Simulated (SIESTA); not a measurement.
Band structure of ZrH (P4_2/mmc, 4 atoms in the cell).

```
CELL_PARAMETERS angstrom
      3.26696     0.00000     0.00000
      0.00000     3.26696     0.00000
      0.00000     0.00000     5.04998
ATOMIC_POSITIONS crystal
  Zr 0.00000 0.50000 0.50000
  Zr 0.50000 0.00000 0.00000
  H  0.50000 0.50000 0.25000
  H  0.50000 0.50000 0.75000
```

Method: GGA PBEsol, numerical atomic orbitals DZP, PseudoDojo PBEsol standard norm-conserving potentials (rewritten from UPF to PSML) (SIESTA).

Settings: XC.functional = GGA; XC.authors = PBEsol; potentials = PseudoDojo PBEsol standard; PAO.BasisSize = DZP; PAO.EnergyShift = 0.01 Ry; MeshCutoff = 350 Ry; kgrid.MonkhorstPack = 7 7 5; OccupationFunction = FD; ElectronicTemperature = 0.05 eV; MaxSCFIterations = 150; SCF.Mixer.Method = Pulay; SCF.Mixer.Weight = 0.2; SCF.Mixer.History = 6; SCF.DM.Tolerance = 1.0E-04.

The starting cell comes from a database of computed structures (which also holds hypothetical and non-ambient phases and stackings), without a prior relaxation at this level. Its lattice was rescaled by a random factor within 2.5 % of one. Values carry the incompleteness of an atom-centred basis.

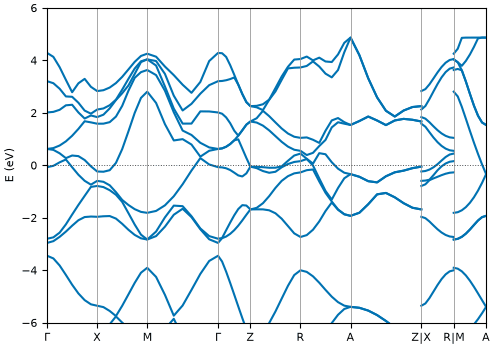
Figure: Bands along the path, energies from the Fermi level.

Levels in eV from the Fermi level, bands 10 to 15:
```tsv
point	10	11	12	13	14	15
Γ	-3.45	-2.96	-2.80	-0.07	0.62	0.62
X	-5.35	-1.96	-0.79	-0.59	-0.24	1.58
M	-3.91	-2.83	-2.83	-1.81	2.81	3.63
Z	-6.66	-1.68	-1.68	-0.05	-0.05	1.67
R	-4.00	-2.73	-0.27	0.16	0.45	0.55
A	-5.40	-1.93	-1.93	-0.34	-0.34	1.54
```

Bands cross the Fermi level along this path, so the cell is metallic at this level.

Higher empty bands are left out: an atom-centred basis made for the valence describes them poorly.
